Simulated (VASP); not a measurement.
Band structure of ZnS (space group P6_3mc). Method: PBEsol GGA, VASP's PBE PAW potentials (set 64) (plane waves; VASP 6.6.1).

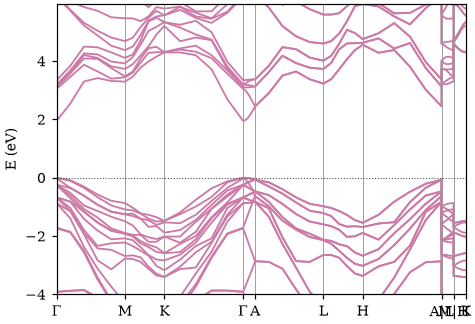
Figure: Bands along high-symmetry lines, zero at the valence-band maximum or, without a gap, the Fermi level

Q: Read the plot: is there a gap, and where are the band edges?

A: The gap is direct, 1.95 eV, from the valence maximum at Γ to the conduction minimum at Γ.

The structure comes from a computed database's ZnS entry; how it stands against other phases isn't given here. The cell was not relaxed at this level.
